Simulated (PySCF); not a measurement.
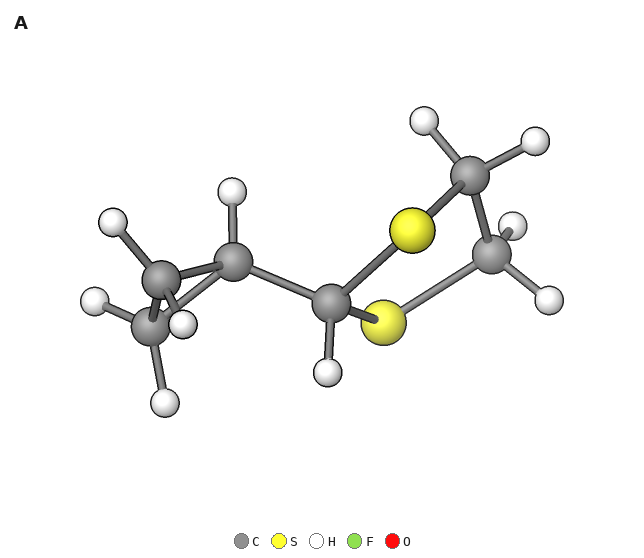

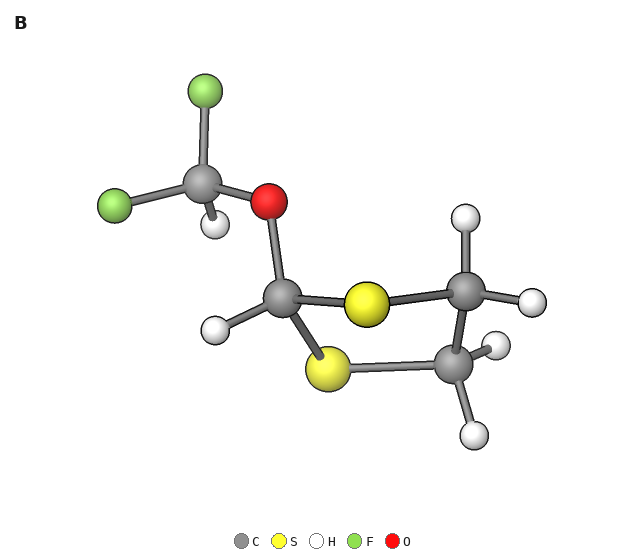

Two related species, optimised with PBE0-D3(BJ)/def2-SVP; properties computed with PySCF 2.14.0. Both: charge 0, singlet.

Question. Identify both.

Answer. A is C6H10S2 (C1CSC(C2CC2)S1), B is C4H6F2OS2 (FC(F)OC1SCCS1).

Compare them. With CAM-B3LYP/def2-SVPD: dipole moment (D), HOMO–LUMO gap (eV), HOMO energy (Kohn–Sham orbital) (eV), lowest vertical singlet excitation (eV), mean static polarisability (bohr³).

```
                               quantity      A      B
                      dipole moment (D)   1.02   3.40
                     HOMO–LUMO gap (eV)   8.74   8.80
   HOMO energy (Kohn–Sham orbital) (eV)  −7.85  −8.29
lowest vertical singlet excitation (eV)   5.13   5.09
     mean static polarisability (bohr³)  106.9   90.9
```

Each is one conformer, and no frequency run is at hand to confirm it as a minimum.
